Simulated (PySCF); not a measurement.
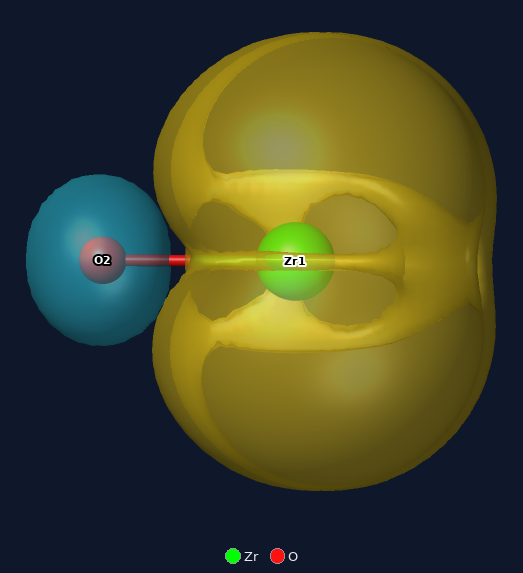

Figure. ZrO (triplet). Isosurfaces of the spin density (α minus β) at +0.015 (yellow) and −0.015 e/Å³ (cyan), seen from one side.

Core potentials replace the inner electrons of Zr.

The calculation used PySCF, PBE0/def2-TZVPPD, non-relativistic Hamiltonian with scalar-relativistic core potentials where named, at a bond length of 1.722 Å.

```
atom   x (Å)   y (Å)    z (Å)
  Zr  0.0000  0.0000  -0.2601
   O  0.0000  0.0000   1.4619
```

Describe the spin distribution.

The unpaired spin (2 electrons) lies mostly on Zr1 (about 2.1), in electrons by Hirshfeld's partition, with opposite, polarisation-induced spin on O2.
